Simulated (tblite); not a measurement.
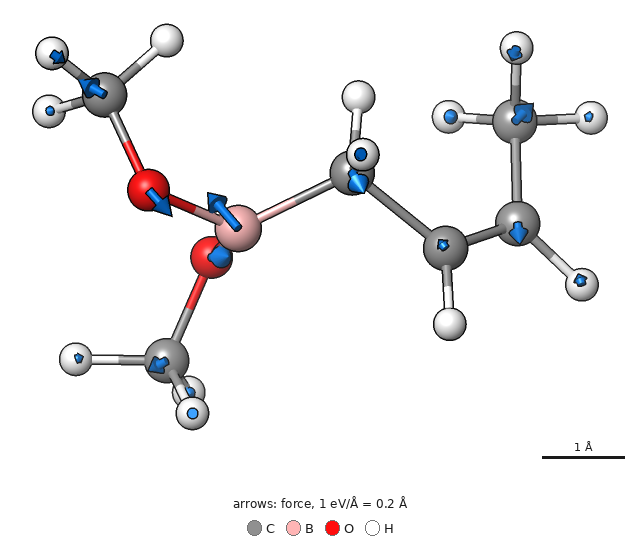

Starting geometry of C6H13BO2 with the computed forces as blue arrows. A ball-and-stick model, seen at a tilt.

Theory: tblite, GFN2-xTB geometry optimisation, gas phase. 

### Is this structure relaxed? If not, where do the atoms go?

It isn't relaxed: the largest force vector, on the B atom, is 3.54 eV/Å. The final displacements have little in common with the starting forces (cosine between the two patterns 0.21). The largest move after the best rigid fit is that of an H atom, 1.19 Å. Largest moves by element: H 1.19 Å, O 1.14 Å, B 0.33 Å, C 0.27 Å. Near-neighbour distances that change, for instance: B–O 1.471 → 1.345 Å, B–O 1.458 → 1.367 Å, C–C 1.466 → 1.499 Å, C–H 1.123 → 1.091 Å. Among the angles between lasting bonds that change: B–O–C 111.8° → 124.0°, B–O–C 113.0° → 123.8°, C–B–O 116.5° → 123.0°. Groups turn about C–O by about 105°, C–O by about 95°, C–C by about 25°. The energy falls by 1.908 eV in 144 geometry steps.
